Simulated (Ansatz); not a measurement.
**Cu (P6_3/mmc): scan of the energy under strain, by script**

What does a strain cost in Cu (P6_3/mmc)? Wanted for Cu (P6_3/mmc): a scan of the energy under strain.

All numbers are computed with Ansatz 0.2.0 through its Python package. Level of theory: DFT LDA, plane waves, PAW.

## (1) The structure

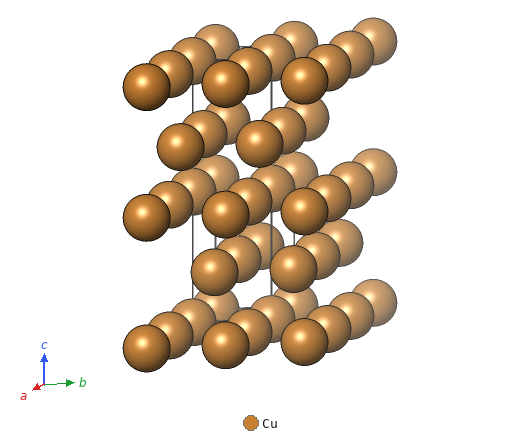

The starting structure, viewed slightly off an axis; copper orange. 3×2×1 cells are drawn. Atoms on cell faces are repeated.

No structure file is read: the coordinates are typed or built in the script.

## (2) Script

Input file strain_cu.py:

```python
"""Energy of Cu under biaxial strain, ions carried with the cell."""

import ansatz as az
import numpy as np

VECTORS = np.array([
    [2.530764, 0.0, 0.0],
    [-1.265382, 2.191706, 0.0],
    [0.0, 0.0, 8.261815],
])
SITES = [
    ("Cu", (0.0, 0.0, 0.0)),
    ("Cu", (1 / 3, 2 / 3, 0.25)),
    ("Cu", (0.0, 0.0, 0.5)),
    ("Cu", (2 / 3, 1 / 3, 0.75)),
]


def make_crystal(cell):
    crystal = az.Crystal(lattice=az.Lattice.of(cell))
    for symbol, position in SITES:
        crystal = crystal.atom(symbol, position)
    return crystal

# clamped ions: the fractional positions stay as typed
values = np.linspace(-0.01, 0.01, 7)
energies = []
for d in values:
    strain = np.diag([d, d, 0])
    cell = VECTORS @ (np.eye(3) + strain)
    model = make_crystal(cell).calculation()
    model = model.functional("LDA")
    model = model.occupations(az.OccupationsMethod.GAUSSIAN)
    model = model.scf(tolerance=1e-09).basis(520)
    model = model.kpoints(16, 16, 5)
    summary = model.run(threads=1, pin="off").report
    energies.append(summary["free_energy_ev"] / len(SITES))
    print(f"d = {d:+.4f}  F = {energies[-1]:.5f} eV/atom")
energies = np.array(energies)

for value, e in zip(values, energies):
    print(f"strain {value:7.3f}   E - Emin = {1000 * (e - energies.min()):9.3f} meV/atom")
np.savetxt("strain.csv", np.column_stack([values, energies]), fmt="%.6f", delimiter=",", header="strain,energy_eV_per_atom")
curvature = 2 * np.polyfit(values, energies, 3)[1]
volume = abs(np.linalg.det(VECTORS)) / len(SITES)
print(f"d2E/dd2 over the volume: {curvature / volume * 160.21766:.1f} GPa")
```

## (3) Running it

The run is started by

```
$ python strain_cu.py
```

The log of the run:

```text
DeckWarning: crystal.lattice misses the space group found at crystal.symmetry.tolerance 1.0e-5 in a digit that the deck types, which is why this is a warning: making the lattice exact moves one of its numbers by a whole unit of that number's last typed decimal, or more. The operation that it misses by the most changes a squared length by the fraction 6.72e-8. The run uses the lattice that is a [...]
d = -0.0100  F = -6555.71152 eV/atom
d = -0.0067  F = -6555.70901 eV/atom
d = -0.0033  F = -6555.70589 eV/atom
d = +0.0000  F = -6555.70219 eV/atom
d = +0.0033  F = -6555.69794 eV/atom
d = +0.0067  F = -6555.69314 eV/atom
d = +0.0100  F = -6555.68783 eV/atom
strain  -0.010   E - Emin =     0.000 meV/atom
strain  -0.007   E - Emin =     2.515 meV/atom
strain  -0.003   E - Emin =     5.632 meV/atom
strain   0.000   E - Emin =     9.328 meV/atom
strain   0.003   E - Emin =    13.584 meV/atom
strain   0.007   E - Emin =    18.379 meV/atom
strain   0.010   E - Emin =    23.692 meV/atom
d2E/dd2 over the volume: 704.2 GPa
```

(Warnings from the package without file and line, shortened, repeats left out.)

It took 78 s on 1 thread of Arm Neoverse V2, shared host; peak memory 0.49 GiB.

It wrote strain.csv:

```csv
# strain,energy_eV_per_atom
-0.010000,-6555.711523
-0.006667,-6555.709007
-0.003333,-6555.705891
0.000000,-6555.702195
0.003333,-6555.697939
0.006667,-6555.693144
0.010000,-6555.687831
```

## (4) The engine's runs

From the records of these 7 runs:

```
run  strain  energy from run 1 (meV/atom)  SCF cycles  CPU time (s)
  1  -0.010                          0.00           9            11
  2  -0.007                          2.52           9            11
  3  -0.003                          5.63           9            11
  4   0.000                          9.33           9            11
  5   0.003                         13.58           9            11
  6   0.007                         18.38           9            11
  7   0.010                         23.69           9            11
```

Energies are free energies F = E - TS of the smeared occupations. 

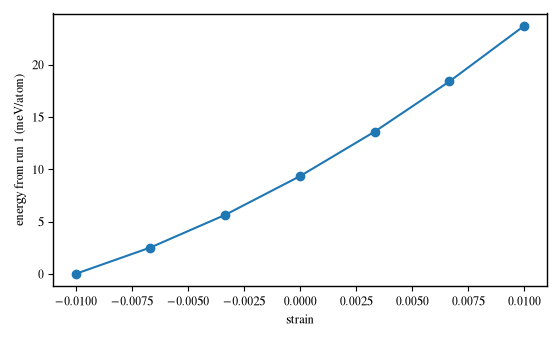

Energy against strain; lines join the points.

## (5) Summary of results

```
                  quantity           value
curvature under the strain       704.2 GPa
             runs compared               7
           range of energy  23.69 meV/atom
      lowest point, strain          -0.010
```

In words: Against the unstrained cell the energy per atom changes by -9.33 meV at one end of the scan and +14.36 meV at the other, and its second derivative over the volume is 704.2 GPa. The minimum lies outside the range, as the cell stands under stress. Caveats:
- The curvature belongs to this strain pattern and to the cell's stress; it equals a single elastic constant only for simple patterns.
- In a metal a curvature from energy changes of a few meV or less hangs on mesh and smearing, in size and even in sign.
- This isn't the structure that Cu takes at ambient conditions.
- The ions keep their fractional positions (clamped ions). Whether this is the phase that is stable at ambient conditions was not tested.
